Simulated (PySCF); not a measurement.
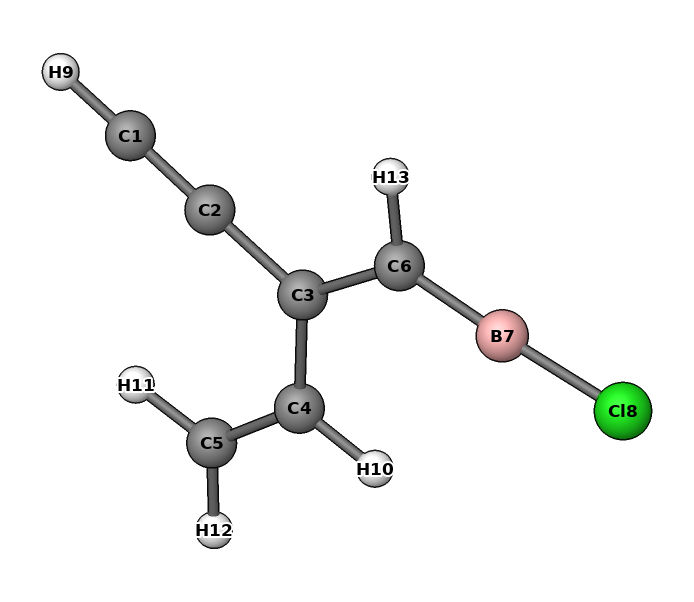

The questions are on Mulliken spin populations. Charge 0, doublet. The geometry was computed by an optimisation with GFN2-xTB. No frequency run is at hand to confirm it as a minimum. Level of theory: UKS B3LYP, pcH-1 on B C Cl H, non-relativistic (PySCF 2.14.0).

Which atom carries the largest spin population?

Answer. C3 (0.48 e).

Which atom has the lowest spin population?

Answer. C4 (−0.18 e); a negative value comes from spin polarisation.

List the Mulliken spin populations.

```csv
atom,value (e)
C1,0.28
C2,−0.14
C3,0.48
C4,−0.18
C5,0.37
C6,−0.13
B7,0.34
Cl8,0.02
H9,−0.01
H10,0.01
H11,−0.02
H12,−0.02
H13,0.00
```

Mulliken values depend strongly on the basis set. The geometry is semi-empirical. Around B such bond lengths and angles can be off by a tenth of an ångström or more and by several degrees, and values that hang on the shape move with them.
